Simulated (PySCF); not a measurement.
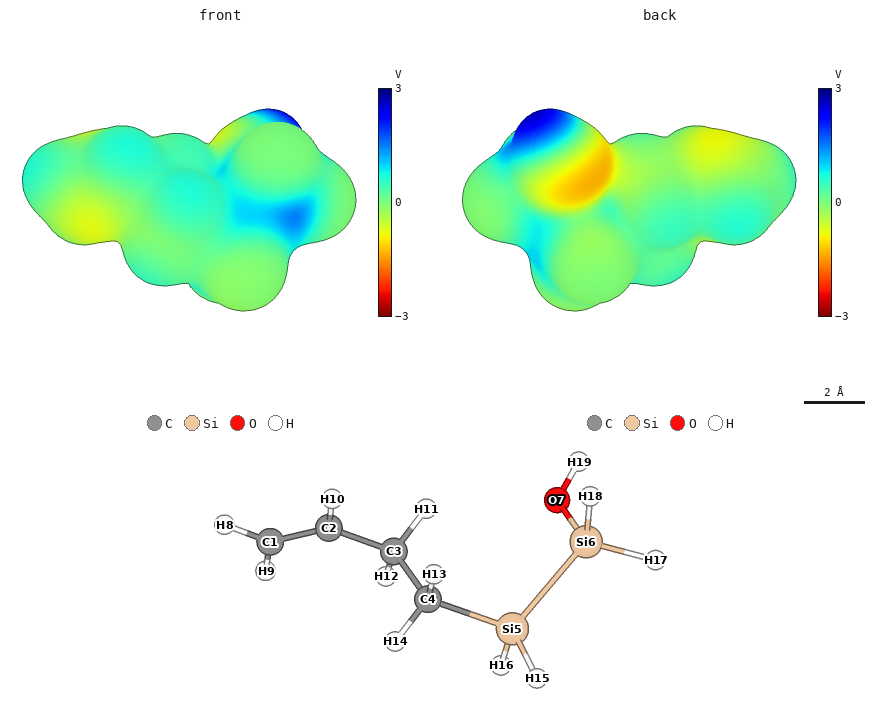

Figure. C4H12OSi2 (SMILES C=CCC[SiH2][SiH2]O). The molecular electrostatic potential painted on the density surface at 0.002 e/bohr³, seen from the front and from behind; the colour scale runs from red (negative) to blue (positive). The bare structure is drawn below in the same view.

Geometry: GFN2-xTB.

These are results of PBE0/pcSseg-1, SCF density, gas phase, non-relativistic (PySCF), not measurements.

```yaml
atoms:
  - { symbol: C, position_ang: [-3.4660, 0.2275, -0.4013] }
  - { symbol: C, position_ang: [-2.3682, -0.2794, 0.1280] }
  - { symbol: C, position_ang: [-0.9866, 0.2300, -0.1284] }
  - { symbol: C, position_ang: [-0.1500, -0.8152, -0.8734] }
  - { symbol: Si, position_ang: [1.6412, -0.2319, -1.1843] }
  - { symbol: Si, position_ang: [2.7759, 0.0743, 0.7958] }
  - { symbol: O, position_ang: [2.0655, 1.4064, 1.4181] }
  - { symbol: H, position_ang: [-4.4420, -0.1842, -0.2058] }
  - { symbol: H, position_ang: [-3.4349, 1.0854, -1.0536] }
  - { symbol: H, position_ang: [-2.4265, -1.1454, 0.7766] }
  - { symbol: H, position_ang: [-0.5037, 0.4658, 0.8240] }
  - { symbol: H, position_ang: [-1.0343, 1.1481, -0.7171] }
  - { symbol: H, position_ang: [-0.1411, -1.7420, -0.2942] }
  - { symbol: H, position_ang: [-0.6438, -1.0499, -1.8187] }
  - { symbol: H, position_ang: [2.2955, -1.2676, -2.0023] }
  - { symbol: H, position_ang: [1.5706, 0.9670, -2.0365] }
  - { symbol: H, position_ang: [4.2194, 0.3246, 0.6755] }
  - { symbol: H, position_ang: [2.6669, -1.0110, 1.7857] }
  - { symbol: H, position_ang: [2.3521, 1.8067, 2.2346] }
```

> Where is the surface potential most negative and most positive?

The most negative region (about −1.3 V) lies over O7, the most positive (about +2.5 V) over H19. O7 is the likeliest acceptor of a hydrogen bond.
